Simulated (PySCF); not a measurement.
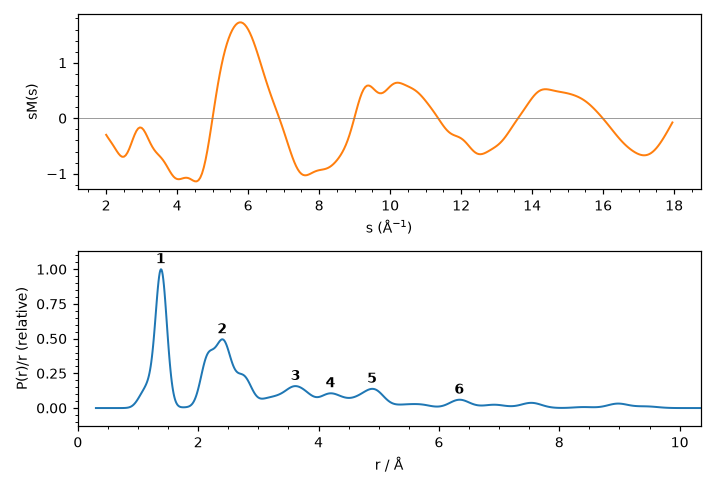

Simulated gas electron diffraction: reduced molecular intensity sM(s) from the Debye equation in the first Born approximation (top) and the radial distribution curve (bottom) of C10H7F3. Each pair of atoms contributes with weight ZᵢZⱼ/r; damping constant 0.002 Å²; vibrational amplitudes assumed, not computed: 0.05 Å for bonds, 0.078 Å for bonds to H, 0.06 + 0.015 r up to 0.15 Å for other pairs. The geometry is the end point of an optimisation (PBE0-D3(BJ)/def2-SVP geometry optimisation, gas phase in PySCF); it may be a saddle point or a higher isomer. SMILES: CC#Cc1ccc(C(F)(F)F)cc1.

Q: Which pairs of atoms lie under the numbered peaks? Mark bonded pairs by – and others by ···.

A: Peak 1, 1.38 Å: C–C 1.21–1.50 Å (×10), F–C 1.34 Å (×3), not resolved
Peak 2, 2.40 Å: F···F 2.15–2.16 Å (×3), F···C 2.35–2.36 Å (×3), C···C 2.41–2.67 Å (×12), not resolved; in its flanks F···C 2.75–2.82 Å, C···C 2.79–2.80 Å
Peak 3, 3.62 Å: C···H 3.40–3.88 Å (×14), F···C 3.55–3.62 Å (×2), C···C 3.57–3.79 Å (×6), not resolved; in its flanks F···C 3.09–3.29 Å
Peak 4, 4.20 Å: C···C 4.09–4.31 Å (×3), F···C 4.13–4.49 Å (×4), not resolved
Peak 5, 4.89 Å: C···H 4.61–5.22 Å (×10), F···C 4.70–4.98 Å (×5), C···C 4.90–4.96 Å (×4), not resolved
Peak 6, 6.34 Å: C···C 6.31–6.32 Å (×2), F···C 6.32–6.37 Å (×3), not resolved
